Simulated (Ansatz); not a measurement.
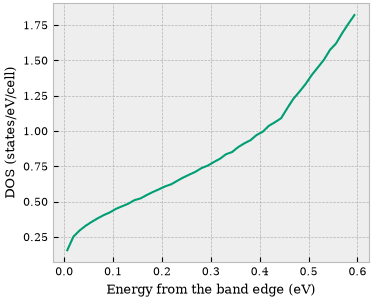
Fig. 1. Density of states of TiO2 (P4_2/mnm) below the valence band maximum, PBEsol, rigid bands (Ansatz, a first-principles code); cell volume 62.0 Å³.

Question: What effective density of states at 300 K does this give (∫ g(E) exp(−E/k_BT) dE, both spins, divided by the cell's size)?

Answer: 1.0e20 cm⁻³, a density-of-states mass of 2.5 mₑ, valleys and band degeneracy included.

Spin-orbit coupling is left out; where it splits the top of the valence band, N_v and the p-type Seebeck coefficient come out somewhat high without it. Geometry: cell and atoms relaxed with PBEsol.
